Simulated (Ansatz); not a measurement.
# Al: response to strain

The reference is Al in the fcc (Cu type) structure (space group Fm-3m, No. 225; a = 4.015 Å; relaxed with 0.1 eV smearing). Axes: x, y, z lie along the cube axes.

Strains are applied to the cell and any free atomic positions relax; under biaxial strain the out-of-plane vector relaxes too.

Method: DFT with PBEsol, PAW potentials and a 420 eV plane-wave cutoff in Ansatz (a quantum-chemistry and plane-wave program), no spin-orbit coupling.

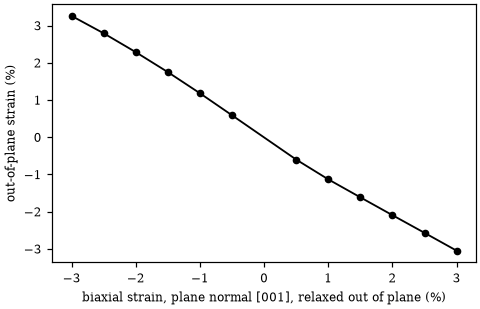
Figure. Out-of-plane strain against biaxial strain, plane normal [001], relaxed out of plane

**Question.** From the plot, what is the out-of-plane strain for biaxial strain −0.50 %, plane normal [001], relaxed out of plane?

**Answer.** About 0.6 %.

**Question.** Is the trend monotonic over the range shown?

**Answer.** Yes, it falls throughout, spanning -3.05 % to +3.26 %.

No phonon test of stability was made.
